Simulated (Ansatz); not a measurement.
## What BePd3C (built on the sites of a database entry of CaPd3C) distorts into

Aim: this structure of BePd3C (built on the sites of a database entry of CaPd3C) is to be tested for unstable modes, and one is followed downhill.

Program: Ansatz 0.2.0. Level of theory: DFT PBEsol, scalar-relativistic, plane waves, PAW. Results are calculated unless marked as measured.

The structure was built from a prototype and need not be the compound's stable phase.

### Step 1. Set-up

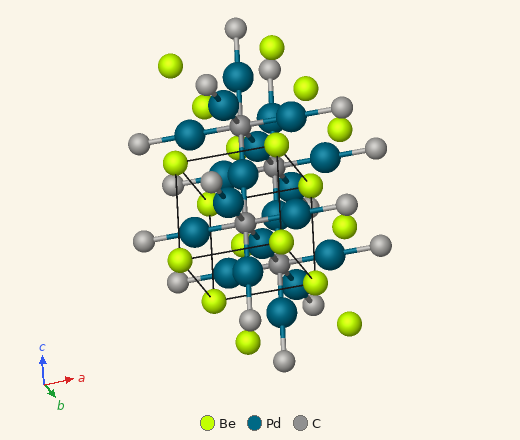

The cell as given, from a free direction (beryllium green, palladium blue, carbon grey). 1×2×2 cells are drawn. Some periodic images of atoms are drawn too.

### Step 2. Phonons on a q mesh

The cell comes from relaxations at this level that are not shown. Stability and thermal properties need the whole zone. Linear response on a 4×4×4 q mesh gives force constants as far as a supercell of that size would.

input.yaml reads:

```yaml
crystal:
  lattice:
    - [4.0156977755, 0.0, 0.0]
    - [0.0, 4.0156977755, 0.0]
    - [0.0, 0.0, 4.0156977755]
  atoms:
    - { symbol: Be, position: [0.0, 0.0, 0.0] }
    - { symbol: Pd, position: [0.0, 0.5, 0.5] }
    - { symbol: Pd, position: [0.5, 0.5, 0.0] }
    - { symbol: Pd, position: [0.5, 0.0, 0.5] }
    - { symbol: C, position: [0.5, 0.5, 0.5] }
kpoints:
  mp_grid: { grid: [12, 12, 12] }
hamiltonian:
  xc: pbesol
scf:
  occupations: { method: methfessel_paxton, width: 0.2 }
output:
  eigenvalues: true
phonons:
  method: dfpt
  qmesh: [4, 4, 4]
  temperatures: { t_max: 1000, t_step: 50 }
  qpath:
    path:
      - [[0.0, 0.0, 0.0], [0.0, 0.5, 0.0], [0.5, 0.5, 0.0], [0.0, 0.0, 0.0], [0.5, 0.5, 0.5], [0.0, 0.5, 0.0]]
      - [[0.5, 0.5, 0.5], [0.5, 0.5, 0.0]]
    npoints: 10
```

Launch:

```console
ansatz run input.yaml --threads 4 --pin off --max-ram 14336MiB --backend cpu --events-out ev --progress --plain --runs-dir out
```

Numbers of over 12 decimals in the logs are rounded to 6 here.

Output:

```text
Engine: ansatz 0.2.0, aarch64-unknown-linux-gnu
Pseudopotentials: kind: paw
Pseudopotential: Be, paw, valence charge 2, recommended cutoff 420 eV (normal), Be.paw.azcp
Pseudopotential: Pd, paw, valence charge 18, recommended cutoff 420 eV (normal), Pd.paw.azcp
Pseudopotential: C, paw, valence charge 4, recommended cutoff 420 eV (normal), C.paw.azcp
Functional definition: PBEsol
  exchange = pbesol_x
  correlation = pbesol_c
Crystal: 5 atoms, lattice volume = 64.756 Å³
Basis set: ecut = 420 eV, 1309 PW (Γ), exchange–correlation on 54×54×54 points (8 copies of the dense FFT grid, shifted against one another)
Bands: 36, of which v1, the nominal top of the filled ones, is band 30 counted from 1 (29 counted from 0)
Symmetry: 48 space group operations
k-points: 84 of 1728
Non-local potential: Be, projectors of the file, l = 0: 2, l = 1: 2, l = 2: 1
Non-local potential: Pd, projectors of the file, l = 0: 2, l = 1: 2, l = 2: 2, l = 3: 1
Non-local potential: C, projectors of the file, l = 0: 2, l = 1: 2, l = 2: 1
PAW form: soft (Blöchl's): semilocal exchange-correlation on the pseudo side does not see the compensation charge
PAW frozen core: Be, regenerated for the run's functional, and the local potential with it (the file was generated under x = pbe(κ = 0.804, μ = 0.219515), c = pbe(β = 0.066725))
PAW frozen core: Pd, regenerated for the run's functional, and the local potential with it (the file was generated under x = pbe(κ = 0.804, μ = 0.219515), c = pbe(β = 0.066725))
PAW frozen core: C, regenerated for the run's functional, and the local potential with it (the file was generated under x = pbe(κ = 0.804, μ = 0.219515), c = pbe(β = 0.066725))
PAW one-centre angular grid: Be, 110 points (default); XC on 64 Gauss nodes
PAW one-centre angular grid: Pd, 590 points (default); XC on 64 Gauss nodes
PAW one-centre angular grid: C, 110 points (default); XC on 64 Gauss nodes
Initial density: superposition of atomic densities (neutral atoms: chi_scale 0, normalization atom), corrected by the library's trained network
Initial wavefunctions: pseudopotential atomic-orbital guess
Functional: x = pbesol(κ = 0.804, μ = 0.123457), c = pbesol(β = 0.046)
SCF iter   1: F=—  HF=-21055.866252 eV  |F-HF|=—  |Δ(HF+E_count)|=         —  Δρ=7.82e-3  dr2=3.25e-2  ethr=1.77e-3  ⟨swp⟩=5.2  Hψ=11975  notcnv=0
preconditioner: auto → Kerker (q_TF=auto, 2.694 Å⁻¹)  [metal: Δε(μ)=0.014 eV  Ē_g=7.827 eV  σ=0.200 eV  W_gap=0.06  n_scr=18 (ndim 8)  ℏωp=27.7 eV  f_vac=0.000  D(μ)=4.14/eV (n_scr^D=32)]
SCF iter   2: F=—  HF=-21055.858527 eV  |F-HF|=—  |Δ(HF+E_count)|=   7.73e-3  S|Δr|=    0.00e0  Δρ=3.70e-3  dr2=7.50e-3  ethr=5.42e-5  ⟨swp⟩=2.0  Hψ=5222  notcnv=0
SCF iter   3: F=—  HF=-21055.856439 eV  |F-HF|=—  |Δ(HF+E_count)|=   2.09e-3  S|Δr|=    0.00e0  Δρ=6.81e-4  dr2=3.38e-4  ethr=1.25e-5  ⟨swp⟩=2.0  Hψ=4352  notcnv=0
SCF iter   4: F=—  HF=-21055.856382 eV  |F-HF|=—  |Δ(HF+E_count)|=   5.72e-5  S|Δr|=    0.00e0  Δρ=2.07e-4  dr2=4.55e-5  ethr=5.63e-7  ⟨swp⟩=2.0  Hψ=4103  notcnv=0
SCF iter   5: F=—  HF=-21055.856371 eV  |F-HF|=—  |Δ(HF+E_count)|=   1.12e-5  S|Δr|=    0.00e0  Δρ=4.08e-5  dr2=1.89e-6  ethr=7.59e-8  ⟨swp⟩=2.0  Hψ=3883  notcnv=0
SCF iter   6: F=—  HF=-21055.856371 eV  |F-HF|=—  |Δ(HF+E_count)|=   5.35e-7  S|Δr|=    0.00e0  Δρ=7.91e-6  dr2=2.63e-8  ethr=3.14e-9  ⟨swp⟩=2.0  Hψ=4016  notcnv=0
SCF iter   7: F=—  HF=-21055.856371 eV  |F-HF|=—  |Δ(HF+E_count)|=   1.83e-9  S|Δr|=    0.00e0  Δρ=1.28e-6  dr2=7.65e-10  ethr=4.39e-11  ⟨swp⟩=2.0  Hψ=3788  notcnv=0
SCF iter   8: F=—  HF=-21055.856371 eV  |F-HF|=—  |Δ(HF+E_count)|=  3.64e-11  S|Δr|=    0.00e0  Δρ=2.79e-7  dr2=8.76e-11  ethr=1.28e-12  ⟨swp⟩=2.1  Hψ=4418  notcnv=0
SCF iter   9: F=-21055.856371 eV  HF=-21055.856371 eV  |F-HF|=0.00e0  |Δ(HF+E_count)|=  1.09e-11  S|Δr|=    0.00e0  Δρ=6.31e-8  dr2=4.12e-12  ethr=1.00e-12  ⟨swp⟩=7.7  Hψ=14064  notcnv=0
SCF 1 converged in 9 iterations: F = -21055.856371 eV  dr2 = 4.12e-12
  greatest PAW one-centre occupation: 0.999 electrons in one spin orbital (limit 2), on the Pd atom at site 3 (counted from 0), in its partial waves of l = 0
Initial density: read from a saved state, or passed on in memory by an earlier SCF of this step, an earlier step, the calling program or the single point that the run made first
iter 1 solved again at ethr=2.50e-7 eV; its pass at ethr=3.10e-3 eV (dr2=1.50e-4 eV) is discarded
SCF iter   1: F=—  HF=-21055.856371 eV  |F-HF|=—  |Δ(HF+E_count)|=         —  Δρ=7.35e-7  dr2=3.33e-10  ethr=2.50e-7  ⟨swp⟩=2.9  Hψ=18858  notcnv=0
eigensolver tolerance schedule: the retry pair's looser diagonalisation over-reported the residual by 451979.07 of it (diagonalisation noise at an unbounded share of the residual, at the tolerance the schedule requests for it); recorded, not acted on — ethr = c·dr2/N_el stays at c = 1.0e-1
preconditioner: auto → Kerker (q_TF=auto, 2.694 Å⁻¹)  [metal: Δε(μ)=0.021 eV  Ē_g=7.837 eV  σ=0.200 eV  W_gap=0.09  n_scr=18 (ndim 8)  ℏωp=27.7 eV  f_vac=0.000  D(μ)=4.15/eV (n_scr^D=32)]
SCF iter   2: F=—  HF=-21055.856371 eV  |F-HF|=—  |Δ(HF+E_count)|=   7.47e-7  S|Δr|=    0.00e0  Δρ=3.56e-7  dr2=6.89e-11  ethr=1.00e-12  ⟨swp⟩=3.5  Hψ=7553  notcnv=0
SCF iter   3: F=—  HF=-21055.856371 eV  |F-HF|=—  |Δ(HF+E_count)|=  1.46e-11  S|Δr|=    0.00e0  Δρ=2.37e-7  dr2=3.10e-11  ethr=1.00e-12  ⟨swp⟩=1.0  Hψ=3024  notcnv=0
SCF iter   4: F=-21055.856371 eV  HF=-21055.856371 eV  |F-HF|=0.00e0  |Δ(HF+E_count)|=  7.28e-12  S|Δr|=    0.00e0  Δρ=5.80e-8  dr2=2.05e-12  ethr=1.00e-12  ⟨swp⟩=2.0  Hψ=6663  notcnv=0
SCF 2 converged in 4 iterations: F = -21055.856371 eV  dr2 = 2.05e-12
phonons: the bands overlap, so this run is a metal and interpolates without the dipole-dipole term. If the crystal is really an insulator or semiconductor, its LO-TO splitting is missing
NSCF: frozen V_eff on 84 k-points
WARN: eigensolver did not converge (k=81): 1 band(s) unlocked after 20 sweeps at ethr=1.39e-12 eV (storage-precision floor; scheduled 1.00e-12 eV) (lowest unlocked band 35, counted from 0; max residual 2.32e-6 eV among the unlocked bands, 2.32e-6 eV over every band; other slots of this pass that fall short are told together in one closing line; warning suppressed until the next SCF loop or pass starts)
NSCF: frozen V_eff on 343 k-points
DFPT response loops at q = (0, 0, 0) (fractional): preconditioner auto → Kerker (q_TF=auto, 2.694 Å⁻¹) (partly filled bands, converged f_vac=0.000); β = 1.00, the filter's whole step (`scf.mixing.beta` (0.50) is not read by the response loops under this deck's `scf.mixing.preconditioner`; to damp them name `kerker` or `kerker_dos`, under which they read `scf.mixing.beta`, and type it under 1.00, their step now; both keys bind the ground state too); Broyden in place of MSR1
NSCF: frozen V_eff on 1176 k-points
DFPT response loops at q = (0, 0, 0.25) (fractional): mixed as the last ones told, above
NSCF: frozen V_eff on 686 k-points
DFPT response loops at q = (0, 0, -0.5) (fractional): mixed as the last ones told, above
NSCF: frozen V_eff on 2016 k-points
DFPT response loops at q = (0, 0.25, 0.25) (fractional): mixed as the last ones told, above
NSCF: frozen V_eff on 1176 k-points
DFPT response loops at q = (0, 0.25, -0.5) (fractional): mixed as the last ones told, above
NSCF: frozen V_eff on 686 k-points
DFPT response loops at q = (0, -0.5, -0.5) (fractional): mixed as the last ones told, above
NSCF: frozen V_eff on 3456 k-points
DFPT response loops at q = (0.25, 0.25, 0.25) (fractional): mixed as the last ones told, above
NSCF: frozen V_eff on 2016 k-points
DFPT response loops at q = (0.25, 0.25, -0.5) (fractional): mixed as the last ones told, above
NSCF: frozen V_eff on 1176 k-points
DFPT response loops at q = (0.25, -0.5, -0.5) (fractional): mixed as the last ones told, above
NSCF: frozen V_eff on 686 k-points
DFPT response loops at q = (-0.5, -0.5, -0.5) (fractional): mixed as the last ones told, above
SCF converged after 9 iterations
Stability not checked: this state was not tested for a lower state beside it, because cold or Methfessel-Paxton smearing, or corrected tetrahedra, fill the levels in a way that the test cannot read (fill_not_monotonic; see scf.lower_state_search)
Free energy (F): -21055.856371 eV
Harris-Foulkes:  -21055.856371 eV  (|F-HF|=0.00e0)
Internal energy: -21055.848899 eV  (E = F + TS)
E sigma→0 (E₀):  -21055.854503 eV
Entropy (-TS):   -0.007471 eV (-1.494 meV/atom)
Fermi energy:    15.938268 eV
--- Per-component energies (eV) ---
  E_band       = -619.519794
  E_kinetic    = 1644.403384
  E_local      = -7184.193390  (includes V_loc(G=0)·N_el)
  E_nonlocal   = 687.912713
  E_hartree    = 2969.955391
  E_xc         = -569.314145
  E_vxc        = -712.433678  (∫ρ·V_xc dr)
  E_paw        = -11205.958963  (= ΣΔE_a)
  E_vpaw       = -995.120213  (= ΣTr[D̂ρ^β])
  E_aug_tail   = 0.000537  (compensation charges beyond the density's cutoff)
  E_ewald      = -7399.592630
  E_core_change = 0.938204  (= ΣΔE_core)
  E_smearing   = -0.007471  (= −TS)
  E_closure    = 0.000000  (closes the sum)
  Σ components = -21055.856371   (vs F -21055.856371, Δ=0.00e0)
--- Band table (eV; the first three rows and the last of 84) ---
  k-point 0: bands = [... 26 lower, 13.4153, 14.8210, 14.8210, 14.8210, 14.9244, 18.3445, 18.3445, 18.3445, ... 2 higher]
  k-point 1: bands = [... 26 lower, 13.6564, 14.8211, 14.8805, 14.9170, 14.9170, 18.2711, 18.4371, 18.4371, ... 2 higher]
  k-point 2: bands = [... 26 lower, 13.8977, 14.7519, 14.8214, 15.1681, 15.1681, 18.2479, 18.6997, 18.6997, ... 2 higher]
  k-point 83: bands = [... 26 lower, 14.6766, 14.6766, 14.7172, 14.7172, 14.7172, 18.1944, 18.1944, 18.1944, ... 2 higher]
--- Phonons (Γ-DFPT): 4 representative perturbations + reference (Σ response iterations 13) ---
  ASR residual: 1.725e-4 → 0.000e0 eV/Å²; symmetrization residual: 4.696e-6 eV/Å²
  ASR residual per site (eV/Å²): 1.73e-4 3.66e-5 3.66e-5 3.66e-5 6.25e-8
  Γ frequencies (cm⁻¹): -107.58 -107.58 -107.58 0.00 0.00 0.00 75.35 75.35 75.35 143.54 143.54 143.54 492.34 492.34 492.34
--- Phonons (arbitrary-q DFPT): 10 irreducible q on the 4×4×4 mesh ---
  q = [0.0000, 0.0000, 0.0000] (star 1, of the zone-centre solve; hermiticity 4.52e-7, symmetrization 5.59e-13): -107.58 -107.58 -107.58 -0.00 -0.00 -0.00 75.35 75.35 75.35 143.54 143.54 143.54 492.34 492.34 492.34
  q = [0.0000, 0.0000, 0.2500] (star 6, 9 solved perturbations in 4536 linear systems a pass and spin channel, the states on 588 of 1728 k-point pairs; hermiticity 4.52e-7, symmetrization 4.88e-13): -103.84 -103.84 -69.06 -66.02 33.15 33.15 52.37 52.37 96.26 142.61 142.61 208.44 486.02 486.02 601.74
  q = [0.0000, 0.0000, -0.5000] (star 3, 9 solved perturbations in 2646 linear systems a pass and spin channel, the states on 343 of 1728 k-point pairs; hermiticity 3.76e-7, symmetrization 1.72e-11): -127.93 -127.93 -95.93 23.87 43.25 43.25 73.87 73.87 146.02 146.02 158.00 238.49 495.56 495.56 691.99
  q = [0.0000, 0.2500, 0.2500] (star 12, 9 solved perturbations in 7686 linear systems a pass and spin channel, the states on 1008 of 1728 k-point pairs; hermiticity 4.03e-7, symmetrization 2.66e-13): -94.96 -91.98 -88.35 -85.60 -45.59 25.82 64.03 71.40 107.76 143.68 189.21 228.50 491.63 597.16 621.52
  q = [0.0000, 0.2500, -0.5000] (star 12, 15 solved perturbations on 588 of 1728 k-point pairs; hermiticity 3.59e-7, symmetrization 1.69e-11): -120.39 -111.68 -106.42 -57.61 -48.84 -47.54 93.14 94.00 124.83 139.13 192.35 256.49 487.18 619.85 700.25
  q = [0.0000, -0.5000, -0.5000] (star 3, 9 solved perturbations in 2646 linear systems a pass and spin channel, the states on 343 of 1728 k-point pairs; hermiticity 3.42e-7, symmetrization 1.76e-11): -102.14 -94.30 -94.30 -90.21 -90.21 -81.23 110.00 120.37 120.37 148.06 198.39 279.87 482.90 707.38 707.38
  q = [0.2500, 0.2500, 0.2500] (star 8, 4 solved perturbations in 4536 linear systems a pass and spin channel, the states on 1728 of 1728 k-point pairs; hermiticity 1.32e-7, symmetrization 5.70e-13): -111.13 -111.13 -88.64 -60.27 -60.27 31.40 90.12 90.12 118.60 186.74 186.74 249.82 600.46 623.14 623.14
  q = [0.2500, 0.2500, -0.5000] (star 12, 9 solved perturbations in 7686 linear systems a pass and spin channel, the states on 1008 of 1728 k-point pairs; hermiticity 2.24e-7, symmetrization 1.67e-11): -124.50 -110.54 -91.85 -77.06 -69.27 -45.63 104.25 111.37 124.76 183.20 192.58 275.11 611.70 625.22 703.47
  q = [0.2500, -0.5000, -0.5000] (star 6, 9 solved perturbations in 4536 linear systems a pass and spin channel, the states on 588 of 1728 k-point pairs; hermiticity 2.24e-7, symmetrization 1.75e-11): -105.05 -105.05 -98.12 -95.29 -95.29 -74.53 123.12 127.99 127.99 187.17 196.84 297.62 619.95 708.50 708.50
  q = [-0.5000, -0.5000, -0.5000] (star 1, 4 solved perturbations in 931 linear systems a pass and spin channel, the states on 343 of 1728 k-point pairs; hermiticity 2.61e-8, symmetrization 1.69e-11): -107.09 -107.09 -107.09 -102.80 -102.80 -102.80 132.82 132.82 132.82 196.72 196.72 317.97 709.68 709.68 709.68
  sum rule: each row above includes the acoustic sum rule's correction from the zone centre's row sums; it moved no ω² by more than (2.28 cm⁻¹)²
  mesh force constants: q→R imaginary residual 2.69e-19; ASR residual 1.725e-4 → 0.000e0 eV/Å²; symmetrization residual 3.197e-14 eV/Å²
  interpolated dispersion: 62 rows × 15 modes
  density of states and harmonic sums: on the 16×16×16 q-mesh, interpolated from the force constants of a 4×4×4 supercell (no non-analytic term)
  largest difference from the sums on the solved wave vectors: F 3.91e-2 eV, S 4.80e-5 and C_V 8.83e-6 eV/K
  zero-point energy: 0.169626 eV/cell   skipped modes (ω ≤ 0): 856, of them read as no rigid motion or as one in doubt: 853 (5.256e0 modes/cell left out, lowest -131.57 cm⁻¹)   left out of the sums: 3.50e-1 of the cell's modes: C_V's classical limit lies that fraction below 3 k_B per atom; for a crystal, a wire or a layer, F and S can be off by more, and a phonons.interpolated_qmesh denser along its periods is the remedy for the sampling
```

Run time: 61 min. Hardware: 4 threads of Arm Neoverse V1, shared host; peak memory 7.7 GiB.

In the SCF lines HF is the Harris–Foulkes energy and dr2 the Hartree energy of the density residual, in eV; the loop may stop once dr2 is under the threshold and the program's other checks hold. Hψ counts applications of the Hamiltonian.

This step gave:

- volume per atom: 12.95 Å³
- gap on the k-mesh: 0 eV
- sum-rule residual before enforcement: 1.73e-4 eV/Å²
- lowest frequency on the path: -131.8 cm⁻¹
- point group: m-3m
- highest frequency on the path or at a solved wavevector: 709.7 cm⁻¹
- highest optical mode at the zone centre (no LO-TO term): 492.3 cm⁻¹
- lowest optical zone-centre mode: -107.6 cm⁻¹
- lowest mode on the q mesh (acoustic modes at Γ apart): -127.9 cm⁻¹

Frequencies (cm⁻¹) solved at each irreducible wavevector; negative means imaginary. Frequencies by wavevector, by row:

```
q in reciprocal lattice units  star  mode 1  mode 2  mode 3  mode 4  mode 13  mode 14  mode 15
                        0 0 0     1  -107.6  -107.6  -107.6       0    492.3    492.3    492.3
                     0 0 0.25     6  -103.8  -103.8   -69.1     -66      486      486    601.7
                     0 0 -0.5     3  -127.9  -127.9   -95.9    23.9    495.6    495.6      692
                  0 0.25 0.25    12     -95     -92   -88.3   -85.6    491.6    597.2    621.5
                  0 0.25 -0.5    12  -120.4  -111.7  -106.4   -57.6    487.2    619.9    700.2
                  0 -0.5 -0.5     3  -102.1   -94.3   -94.3   -90.2    482.9    707.4    707.4
               0.25 0.25 0.25     8  -111.1  -111.1   -88.6   -60.3    600.5    623.1    623.1
               0.25 0.25 -0.5    12  -124.5  -110.5   -91.8   -77.1    611.7    625.2    703.5
               0.25 -0.5 -0.5     6    -105    -105   -98.1   -95.3      620    708.5    708.5
               -0.5 -0.5 -0.5     1  -107.1  -107.1  -107.1  -102.8    709.7    709.7    709.7
```

Interpolated from a 4×4×4 q mesh. Phonon branches along the path, in cm⁻¹:

```
    point  branch 1  branch 2  branch 3  branch 4  branch 12  branch 13  branch 14  branch 15
        Γ      -108      -108      -108         0        144        492        492        492
        X      -128      -128       -96        24        238        496        496        692
        M      -102       -94       -94       -90        280        483        707        707
        Γ      -108      -108      -108         0        144        492        492        492
        R      -107      -107      -107      -103        318        710        710        710
        X      -128      -128       -96        24        238        496        496        692
jump to R      -107      -107      -107      -103        318        710        710        710
        M      -102       -94       -94       -90        280        483        707        707
```

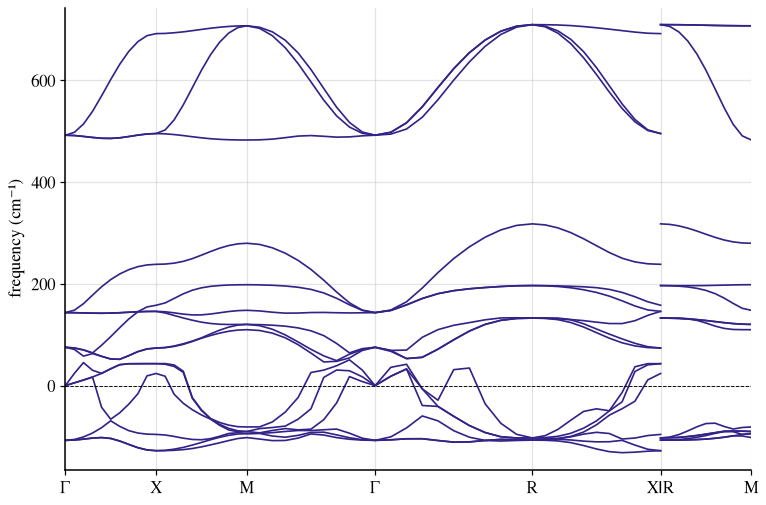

Phonon branches along the path.

Symmetry leaves 10 wavevectors to solve. The lowest mode among them, the acoustic zeros apart, lies at q = (0, 0, -0.5) and is imaginary, 127.9i cm⁻¹, so the energy falls along it. Between them the interpolated path dips to 132i cm⁻¹.

### Step 3. The mode frozen in, largest atomic shift 0 Å

The mode followed lies at q = (0, 0, -0.5) with frequency 127.9i cm⁻¹ and is 2-fold degenerate, the softest among the wavevectors solved. At small amplitude the distorted cell has space group no. 51 by a symmetry search on the positions. The undistorted cell that holds it gives the zero of energy on the same k mesh.

System of this step: BePd3C (built on the sites of a database entry of CaPd3C). It takes space group Pm-3m (No. 221, cubic). The conventional cell has a = 4.016 Å, b = 4.016 Å, c = 4.016 Å, α = 90.00°, β = 90.00°, γ = 90.00°. Nearest to Be lie 12 Pd at 2.84 Å. Nearest to Pd lie 2 C at 2.01 Å and 8 Pd at 2.84 Å and 4 Be at 2.84 Å. Nearest to Pd lie 2 C at 2.01 Å and 4 Be at 2.84 Å and 8 Pd at 2.84 Å. Nearest to C lie 6 Pd at 2.01 Å. Farther neighbours are not listed.

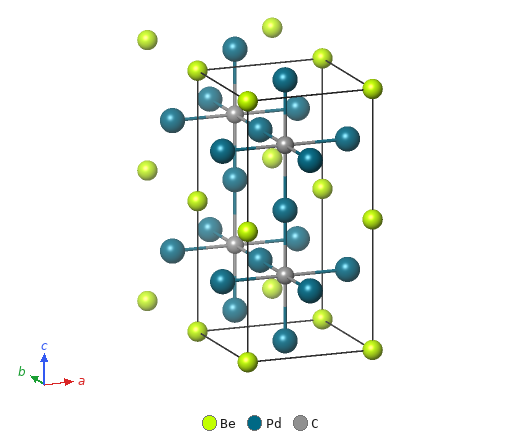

The cell of this step (beryllium green, palladium blue, carbon grey). 1×2×1 cells are drawn. Some periodic images of atoms are drawn too.

input.yaml reads:

```yaml
crystal:
  lattice:
    - [4.0156977755, 0.0, 0.0]
    - [0.0, 4.0156977755, 0.0]
    - [0.0, 0.0, 8.031395551]
  atoms:
    - { symbol: Be, position: [0.0, 0.0, 0.0] }
    - { symbol: Be, position: [0.0, 0.0, 0.5] }
    - { symbol: Pd, position: [0.0, 0.5, 0.25] }
    - { symbol: Pd, position: [0.0, 0.5, 0.75] }
    - { symbol: Pd, position: [0.5, 0.5, 0.0] }
    - { symbol: Pd, position: [0.5, 0.5, 0.5] }
    - { symbol: Pd, position: [0.5, 0.0, 0.25] }
    - { symbol: Pd, position: [0.5, 0.0, 0.75] }
    - { symbol: C, position: [0.5, 0.5, 0.25] }
    - { symbol: C, position: [0.5, 0.5, 0.75] }
kpoints:
  mp_grid: { grid: [10, 10, 6] }
hamiltonian:
  xc: pbesol
scf:
  occupations: { method: methfessel_paxton, width: 0.2 }
output:
  forces: true
  stress: true
  eigenvalues: true
```

Output:

```text
[...]
Crystal: 10 atoms, lattice volume = 129.513 Å³
Basis set: ecut = 420 eV, 2547 PW (Γ), exchange–correlation on 54×54×108 points (8 copies of the dense FFT grid, shifted against one another)
Bands: 72, of which v1, the nominal top of the filled ones, is band 60 counted from 1 (59 counted from 0)
Symmetry: 32 space group operations
[...]
k-points: 84 of 600
[...]
k-point 0: bands = [... 56 lower, 14.8201, 14.8213, 14.8229, 14.9249, 16.0630, 16.0630, 18.3444, 18.3448, ... 8 higher]
  k-point 1: bands = [... 56 lower, 14.8228, 14.8810, 14.9160, 14.9160, 15.9886, 15.9886, 18.2709, 18.4374, ... 8 higher]
  k-point 2: bands = [... 56 lower, 14.8217, 14.8225, 15.1667, 15.1667, 15.7813, 15.7813, 18.2473, 18.6878, ... 8 higher]
  k-point 83: bands = [... 56 lower, 15.1088, 15.1088, 15.6606, 15.6606, 15.6606, 15.6606, 17.6969, 17.6969, ... 8 higher]
[key lines of the parts left out:]
SCF converged after 6 iterations
Free energy (F): -42111.715229 eV
Fermi energy:    15.936496 eV
P = ⅓ Tr σ = -0.0119 GPa (-0.119 kbar)
```

It took 12 s on 4 threads; peak memory 0.84 GiB.

This step gave:

```yaml
pressure: -0.01195 GPa
energy_from_the_undistorted_cell: 0 meV/atom
```

The run ends at a pressure of -0.01 GPa.

(Continued in part 2 of 2.)

[Logs are printed without paths, hosts, clocks, repeated set-up lines and the standing remarks that a program may print on its own settings, such as how far it seeks lower states.]

[Hosts, paths, dates, database ids (printed as entryN), source tags and the programs' standing remarks are cut or masked in the printed files.]
